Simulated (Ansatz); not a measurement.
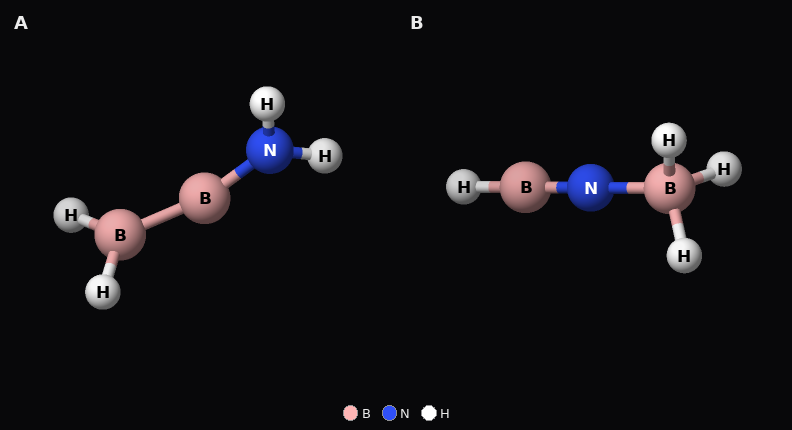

2 stationary structures of one formula. State: charge −1, singlet. Geometries: PBE-D4/def2-SVPD. Electronic energies: PBE-D4/def2-SVPD (Ansatz 0.2.0), without zero-point energy. No frequency run is at hand to confirm each as a minimum. Each is one conformer, not always the lowest.

### Rank them by energy, lowest first.

B is lowest (C3v); A lies 43.1 kcal/mol above it (Cs).
